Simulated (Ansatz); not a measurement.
**C₂H₆FIn: single-point calculation**

The run: single-point calculation of C₂H₆FIn. Method and program: CAM-B3LYP/def2-SVP, RKS, core potentials def2-SVP (Ansatz 0.2.0).

A bond length was changed on purpose from its optimised value.

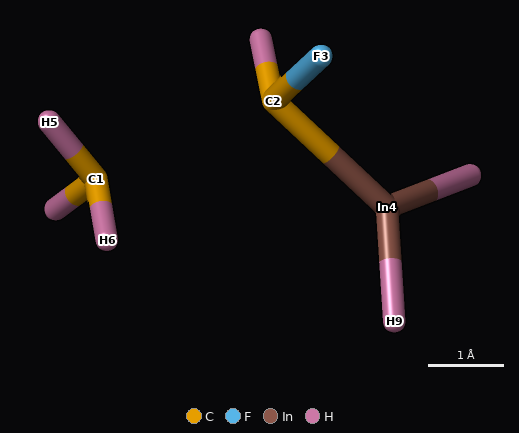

Figure 1. The structure (stick view, seen at a tilt; atoms are numbered from 1 in the order of the input). Sticks mark near contacts. Bond lengths as drawn: C–F 1.41 Å, C–H 1.09 to 1.10 Å, C–In 2.20 Å and H–In 1.73 Å.

### Results in brief

- outcome: converged
- total energy: −369.347640 hartree
- basis functions: 98
- SCF solution under orbital rotations: stable
- HOMO: −7.47 eV
- LUMO: −1.23 eV
- hardware: 1 thread of Arm Neoverse V2, 24 GiB of memory available, shared host
- wall time: 9.6 s
- peak memory: 0.42 GiB

### The input
```yaml
crystal:
  periodic: [false, false, false]
  atoms:
    - {symbol: C, position_ang: [-0.760493, 2.112498, -1.145132]}
    - {symbol: C, position_ang: [0.633800, 0.180000, 0.137200]}
    - {symbol: F, position_ang: [0.870200, 0.597100, 1.467800]}
    - {symbol: In, position_ang: [-0.385200, -1.745500, 0.423800]}
    - {symbol: H, position_ang: [-0.228393, 3.069398, -1.111432]}
    - {symbol: H, position_ang: [-1.751593, 2.256498, -0.709032]}
    - {symbol: H, position_ang: [-0.891593, 1.838198, -2.196532]}
    - {symbol: H, position_ang: [1.621200, 0.055100, -0.315800]}
    - {symbol: H, position_ang: [-2.079900, -1.696200, 0.762700]}
    - {symbol: H, position_ang: [0.493100, -3.231500, 0.406600]}
basis:
  gaussian: {orbitals: def2-SVP}
hamiltonian: {xc: {name: CAM-B3LYP}}
accuracy: high
output: {orbitals: {seedname: orbitals}}
```

Launch command:
```bash
ansatz run job.yaml --threads 1 --pin off --max-ram 3480MiB --events-out events.jsonl --progress --plain --runs-dir runs
```

### Log
```
Functional definition: CAM-B3LYP
  name "CAM-B3LYP"
  parameter alpha = 0.19
  parameter beta = 0.46
  parameter omega = 0.33/bohr
  parameter ac = 0.81
  exchange = (1 - alpha - beta)*b88_x + beta*b88_x_sr(omega) + alpha*exact_x + beta*exact_x_lr(omega)
  correlation = (1 - ac)*vwn5_c + ac*lyp_c
2386 factors; integrals over basis functions are off by at most 9.2e-9 eV
508 factors; integrals over basis functions are off by at most 2.3e-9 eV
mean field evaluation 1: about -10044.9484 eV, gradient 4.3e1 eV
mean field evaluation 2: about -10040.1376 eV, gradient 5.6e1 eV
mean field evaluation 4: about -10050.2925 eV, gradient 3.8e0 eV
mean field evaluation 8: about -10050.4606 eV, gradient 4.2e-1 eV
mean field evaluation 16: about -10050.4613 eV, gradient 6.7e-5 eV
mean field -10050.46128102 eV, -369.3476396300 hartree, gradient 6.3e-8 eV, S^2 0.000000; 0 other end points of the search recorded, 0 dependent functions left out
reference -10050.46130445 eV, -369.3476404913 hartree; 24, 24 occupied and 74, 74 virtual orbitals, 2386 factors
Total energy: -10050.46130445 eV, -369.3476404913 hartree
```

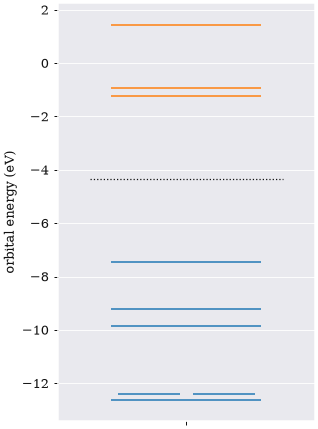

Figure 2. Orbital energies near the frontier; the dotted line parts filled from empty levels, and levels within 0.02 eV of each other stand side by side. Highest filled −7.47 eV, lowest empty −1.23 eV, 6.24 eV apart.
